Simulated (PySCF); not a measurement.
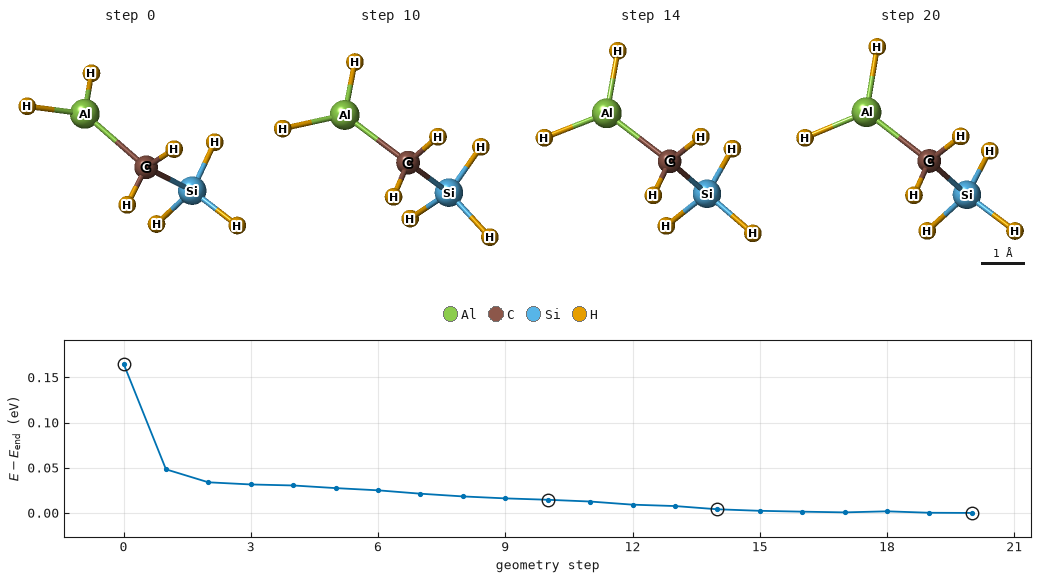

Frames of a relaxation of CH7AlSi, marked on the history of the run. The picture is a ball-and-stick view, seen from a free direction.

The start comes from GFN2-xTB. Its atoms were then displaced at random by about 0.01 Å.

All numbers below come from PBE0-D3(BJ)/def2-SVP geometry optimisation, gas phase (PySCF 2.14.0, density-fitted response routines). 

> What happens along the run?

The atom that moves furthest after the best rigid fit is an H atom (1.19 Å). Largest moves by element: H 1.19 Å, C 0.17 Å, Si 0.16 Å, Al 0.06 Å. Near-neighbour distances that change, for instance: H–Si 1.436 → 1.497 Å, C–Si 1.921 → 1.878 Å, H–Si 1.457 → 1.498 Å, Al–C 1.994 → 1.954 Å. Bond angles that change, for instance: H–Al–H 112.5° → 120.2°, C–Al–H 126.9° → 120.0°, C–Si–H 109.5° → 112.5°. Groups turn about Al–C by about 65°. Over 20 geometry steps the energy falls by 0.165 eV. From step 0 to 10: an H atom moves most (0.60 Å), energy −0.151 eV. From step 10 to 14: an H atom moves most (0.52 Å), energy −0.011 eV. From step 14 to 20: an H atom moves most (0.27 Å), energy −0.004 eV.

```
step  E − E(0), eV
   0        0.0000
   1       -0.1170
   2       -0.1313
   3       -0.1337
   4       -0.1348
   5       -0.1377
   6       -0.1402
   7       -0.1439
   8       -0.1469
   9       -0.1491
  10       -0.1506
  11       -0.1526
  12       -0.1561
  13       -0.1576
  14       -0.1612
  15       -0.1629
  16       -0.1638
  17       -0.1646
  18       -0.1634
  19       -0.1650
  20       -0.1652
```
